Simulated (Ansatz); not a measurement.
# BiB2, from a guessed structure to a relaxed one, part 2 of 2

Starting from a made-up structure for BiB2, the aim is the relaxed cell, its shortest contacts and, where a second run follows, its electronic structure.

Ansatz 0.2.0; DFT, PBE, plane-wave PAW, files of the set soft_1, scalar-relativistic, no spin, cell and ions relaxed at zero pressure; PAW set soft_1 (the session's first sound run).

So far: The starting structure; Relaxing cell and atoms. The relaxed cell has a = 3.189, c = 4.767 Å (conventional setting).

## 3. Electronic structure of the relaxed cell

With the geometry fixed, one more self-consistent run, with a narrower smearing and the mesh shown in its input, gives the bands, and its pressure, and its forces where symmetry allows any, show how far the geometry depends on these settings.

This step: DFT, PBE, plane-wave PAW, files of the set soft_1, scalar-relativistic, no spin, bands and density of states at the relaxed cell; PAW set soft_1 (Ansatz 0.2.0).

File input.yaml:

```yaml
crystal:
  lattice:
    - [3.1886171655, 0.0, 0.0]
    - [-1.5943085828, 2.7614234683, 0.0]
    - [0.0, 0.0, 4.7665517694]
  atoms:
    - { symbol: Bi, position: [0.0, 0.0, 0.0] }
    - { symbol: B, position: [0.6666666667, 0.3333333333, 0.5] }
    - { symbol: B, position: [0.3333333333, 0.6666666667, 0.5] }
kpoints:
  mp_grid: { grid: [12, 12, 6] }
  band_path:
    path:
      - [[0.0, 0.0, 0.0], [0.5, 0.0, 0.0], [0.33333333, 0.33333333, 0.0], [0.0, 0.0, 0.0], [0.0, 0.0, 0.5], [0.5, 0.0, 0.5], [0.33333333, 0.33333333, 0.5], [0.0, 0.0, 0.5]]
      - [[0.5, 0.0, 0.5], [0.5, 0.0, 0.0]]
      - [[0.33333333, 0.33333333, 0.0], [0.33333333, 0.33333333, 0.5]]
    npoints: 8
scf:
  occupations: { method: fermi_dirac, width: 0.03 }
  n_extra_bands: 7
hamiltonian:
  xc: pbe
  pseudopotentials: { kind: paw, azcp: { folder: soft_1 } }
output:
  forces: true
  stress: true
  write_bands: true
  dos: { projected: true }
  write_density: true
  write_potential: true
  elf: true
  volumetric_format: npy
```

Run with:

```bash
ansatz run input.yaml --threads 4 --pin off --max-ram 8192MiB --backend cpu --events-out ev --progress --plain --runs-dir out
```

Numbers of over 12 decimals in the logs are rounded to 6 here.

Output:

```text
[...]
Crystal: 3 atoms, lattice volume = 41.970 Å³
Basis set: ecut = 420 eV, 807 PW (Γ), exchange–correlation on 48×48×64 points (8 copies of the dense FFT grid, shifted against one another)
Bands: 18, of which v1, the nominal top of the filled ones, is band 11 counted from 1 (10 counted from 0)
Symmetry: 24 space group operations
[...]
k-points: 76 of 864
[...]
SCF iter   1: F=—  HF=-12711.235590 eV  |F-HF|=—  |Δ(HF+E_count)|=         —  Δρ=8.11e-2  dr2=8.26e0  ethr=3.10e-3  ⟨swp⟩=6.0  Hψ=7064  notcnv=0
[...]
SCF iter   9: F=-12708.868442 eV  HF=-12708.868442 eV  |F-HF|=3.78e-8  |Δ(HF+E_count)|=   8.65e-8  Δρ=6.23e-6  dr2=4.48e-8  ethr=4.76e-10  ⟨swp⟩=14.3  Hψ=9848  notcnv=0
SCF 1 converged in 9 iterations: F = -12708.868442 eV  dr2 = 4.48e-8
[...]
NSCF: frozen V_eff on 75 k-points
SCF converged after 9 iterations
Free energy (F): -12708.868442 eV
[...]
Internal energy: -12708.865320 eV  (E = F + TS)
E sigma→0 (E₀):  -12708.866881 eV
Entropy (-TS):   -0.003123 eV (-1.041 meV/atom)
Fermi energy:    12.266170 eV
[...]
--- Stress (GPa, compression-positive) ---
        0.386130      -0.000000       0.000000
        0.000000       0.386130       0.000000
        0.000000       0.000000      -1.751587
  P = ⅓ Tr σ = -0.3264 GPa (-3.264 kbar)
--- Band table (eV; the first three rows and the last of 76) ---
  k-point 0: bands = [... 7 lower, 6.0957, 12.8813, 12.8813, 17.3064, 17.3064, 19.0322, 19.1954, 20.5970, ... 3 higher]
  k-point 1: bands = [... 7 lower, 7.4864, 12.8775, 12.8775, 17.5094, 17.5094, 18.0391, 19.0716, 20.4795, ... 3 higher]
  k-point 2: bands = [... 7 lower, 9.8420, 12.8701, 12.8701, 15.5790, 18.1014, 18.1014, 19.1686, 20.1939, ... 3 higher]
  k-point 75: bands = [... 7 lower, 6.0949, 7.0432, 7.9471, 7.9471, 16.5795, 16.6105, 16.6105, 21.2266, ... 3 higher]
```

Wall time 1.2 s (4 threads of Arm Neoverse V2, shared host); peak memory 0.35 GiB; 4.2 s of CPU time.

In the SCF lines HF is the Harris–Foulkes energy and dr2 the Hartree energy of the density residual, in eV; the loop may stop once dr2 is under the threshold and the program's other checks hold. Hψ counts applications of the Hamiltonian.

This step gave:

| Property | Result |
| --- | --- |
| free energy | -12708.8684 eV |
| energy at zero smearing | -12708.8669 eV |
| smearing term TS | 0.003123 eV |
| Fermi energy | 12.27 eV |
| pressure | -0.3264 GPa |

bands.tsv at the labelled points (eV, zero at the Fermi level; the bands that come nearest the Fermi level along the path):

| point | band 7 | band 8 | band 9 | band 10 | band 11 | band 12 | band 13 | band 14 |
| --- | --- | --- | --- | --- | --- | --- | --- | --- |
| Γ | -8.41 | -6.17 | 0.62 | 0.62 | 5.04 | 5.04 | 6.77 | 6.93 |
| M | -8.50 | -4.82 | -3.29 | -1.98 | -1.24 | -0.82 | 3.77 | 4.37 |
| K | -7.04 | -7.04 | -3.03 | -1.56 | -1.56 | 0.52 | 0.52 | 0.63 |
| Γ | -8.41 | -6.17 | 0.62 | 0.62 | 5.04 | 5.04 | 6.77 | 6.93 |
| A | -11.23 | -0.38 | 0.60 | 0.60 | 1.17 | 6.66 | 6.66 | 6.89 |
| L | -7.30 | -7.00 | -6.33 | -1.53 | 2.48 | 2.90 | 2.90 | 3.18 |
| H | -6.17 | -6.17 | -5.22 | -4.32 | -4.32 | 4.31 | 4.34 | 4.34 |
| A | -11.23 | -0.38 | 0.60 | 0.60 | 1.17 | 6.66 | 6.66 | 6.89 |
| L | -7.30 | -7.00 | -6.33 | -1.53 | 2.48 | 2.90 | 2.90 | 3.18 |
| M | -8.50 | -4.82 | -3.29 | -1.98 | -1.24 | -0.82 | 3.77 | 4.37 |
| K | -7.04 | -7.04 | -3.03 | -1.56 | -1.56 | 0.52 | 0.52 | 0.63 |
| H | -6.17 | -6.17 | -5.22 | -4.32 | -4.32 | 4.31 | 4.34 | 4.34 |

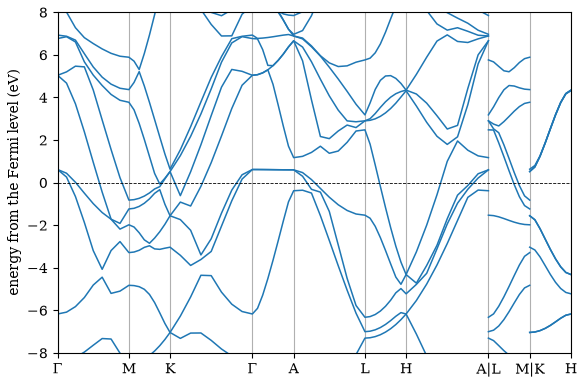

Bands along the path. 6 bands lie wholly below the window drawn.

States per cell as run, both spins, in windows of 1 eV, from dos.tsv (zero at the Fermi level):

```csv
from,to,total
-8,-7,0.96
-7,-6,0.28
-6,-5,0.89
-5,-4,0.97
-4,-3,1.15
-3,-2,1.25
-2,-1,1.32
-1,0,1.11
0,1,0.91
1,2,0.90
2,3,1.16
3,4,1.33
4,5,1.20
5,6,1.45
```

Below -8 eV lie 13.0 more states.

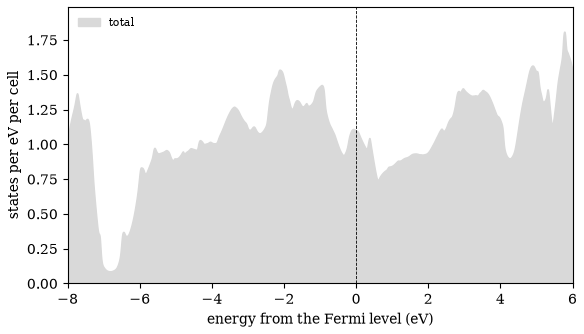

Total density of states, smoothed over about 0.04 eV.

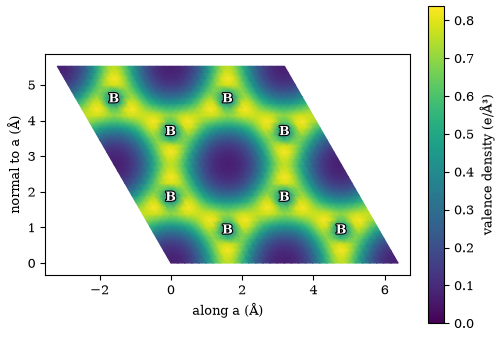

Valence density in the ab plane at fractional z = 0.500, with atoms of B within 0.2 Å of it. It is the smooth field of the valence electrons, not physical close to the nuclei.

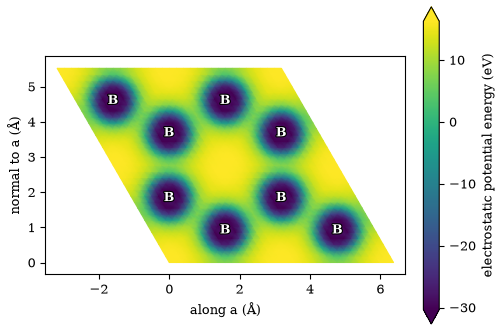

Electrostatic potential energy in the ab plane at fractional z = 0.500, with atoms of B within 0.2 Å of it. With pseudopotentials it is smooth inside the atoms' cores, unlike the true potential.

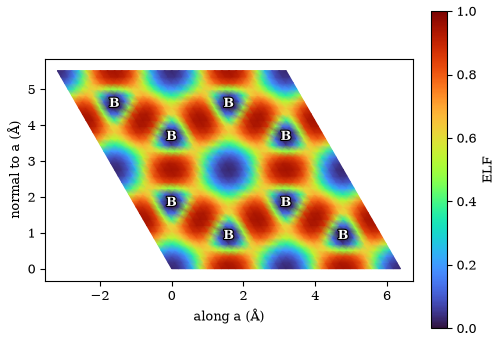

ELF in the ab plane at fractional z = 0.500, with atoms of B within 0.2 Å of it. It is the smooth field of the valence electrons, not physical close to the nuclei.

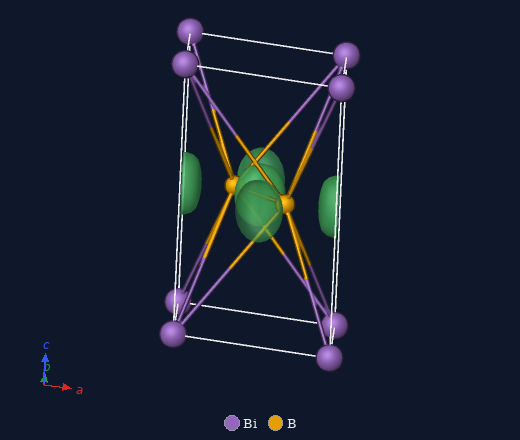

Surface of ELF = 0.85.

## 4. What came out

| Quantity | Value |
| --- | --- |
| space group, relaxed | P6/mmm |
| conventional cell | a = 3.189, b = 3.189, c = 4.767 Å; α = 90.0°, β = 90.0°, γ = 120.0° |
| volume per atom | 13.99 Å³ (guess 14.07) |

What this shows: BiB2 relaxes to P6/mmm with a = 3.189, b = 3.189 and c = 4.767 Å. The guessed volume was near the relaxed one. The space group P6/mmm was held in the relaxation, so the end point is a stationary structure within it and may be a saddle against distortions or other arrangements. Bands cross the Fermi level, so it is a metal or semimetal at this level. The electron count is odd, which forces that without spin polarisation or a larger cell. On the 12×12×6 mesh with the narrower smearing (relaxed on 8×8×7) the forces vanish, as symmetry may demand, and the largest stress component is 1.752 GPa, against the relaxation's thresholds of 0.015 eV/Å and 0.05 GPa. The cutoff wasn't tested. A vector of the cell changed its length by 30 %, so the starting arrangement is largely lost and the mesh was laid for another shape. Spin-orbit coupling is left out, which can matter for elements this heavy. No dispersion term is used, so weakly bound directions may come out too long. Nothing here tests whether the compound is stable against decomposition.

[Logs are printed without paths, hosts, clocks, repeated set-up lines and the standing remarks that a program may print on its own settings, such as how far it seeks lower states.]

[Hosts, paths, dates, database ids (printed as entryN), source tags and the programs' standing remarks are cut or masked in the printed files.]
